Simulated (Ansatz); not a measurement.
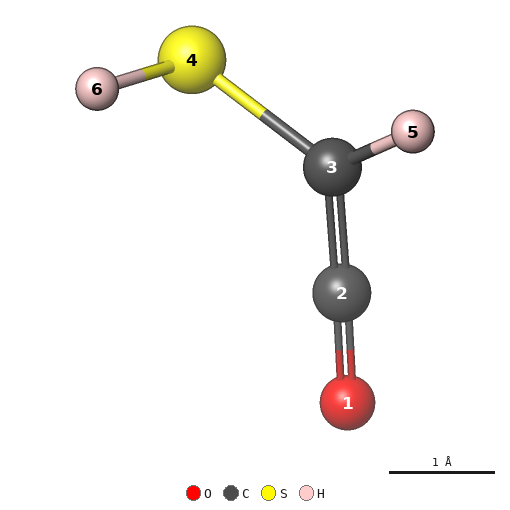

Orthographic view. Atoms fade into the background with distance from the viewer. The computed structure is the end point of a PBE-D4/def2-SVP optimisation. No frequency run is at hand to confirm it as a minimum.

Write a MOL file (V2000) with the atoms in numerical order, bonds sorted by atom number with the orders drawn, and coordinates in the frame of the picture: x right, y up, z towards the viewer, origin at the mean position.

```
C2H2OS
                    3D

  6  5  0  0  0  0  0  0  0  0999 V2000
    0.5700   -2.0300   -0.9200 O   0  0  0  0  0  0  0  0  0  0  0  0
    0.5200   -0.9800   -0.4000 C   0  0  0  0  0  0  0  0  0  0  0  0
    0.4300    0.2200    0.1800 C   0  0  0  0  0  0  0  0  0  0  0  0
   -0.9100    1.2500   -0.3700 S   0  0  0  0  0  0  0  0  0  0  0  0
    1.2000    0.5600    0.8900 H   0  0  0  0  0  0  0  0  0  0  0  0
   -1.8200    0.9700    0.6200 H   0  0  0  0  0  0  0  0  0  0  0  0
  1  2  2  0
  2  3  2  0
  3  4  1  0
  3  5  1  0
  4  6  1  0
M  END
```
